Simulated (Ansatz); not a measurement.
```
atom    x (Å)    y (Å)    z (Å)
  Si  -0.4002   1.6670  -0.9002
   B  -0.2537  -0.4072  -0.6592
  Si   0.4587  -1.1537   1.0769
  Cl  -0.7994  -1.3355  -2.0780
   H  -0.9165   2.3613  -2.1430
   H   0.0112   2.6402   0.1816
   H   1.8311  -0.5305   1.2686
   H   0.4972  -2.6551   1.0810
   H  -0.4284  -0.5864   2.1723
```

Level of theory: RKS PBE/6-31G (Ansatz).

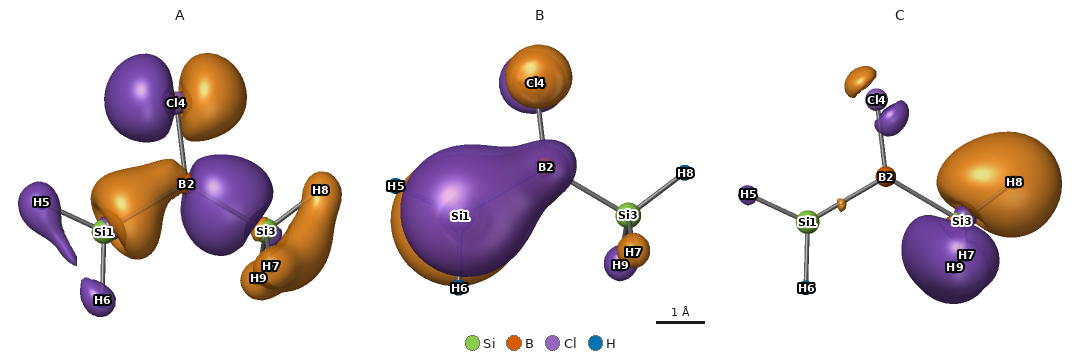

BClH$_{5}$Si$_{2}$ (SMILES [SiH2+]B([SiH3])Cl) (charge +1). Three frontier orbitals at ±0.1 Å⁻³ᐟ² (orange and purple are the two phases), in no order.

Q: Which picture is the HOMO−1, the HOMO and the LUMO?

A: C is the HOMO−1 (−12.74 eV). Its weight (Hirshfeld) is mainly on Si3 (about 40 %), H8 (about 30 %), H7 (about 10 %) and H9 (about 10 %). A is the HOMO (−11.61 eV). It lies mainly on Cl4 (about 35 %), Si3 (about 20 %), B2 (about 20 %) and Si1 (about 10 %). B is the LUMO (−10.75 eV). By Hirshfeld shares it lies mainly on Si1 (about 70 %), B2 (about 10 %) and Cl4 (about 10 %).

Q: What is the HOMO–LUMO gap?

A: 0.86 eV between the orbital energies.
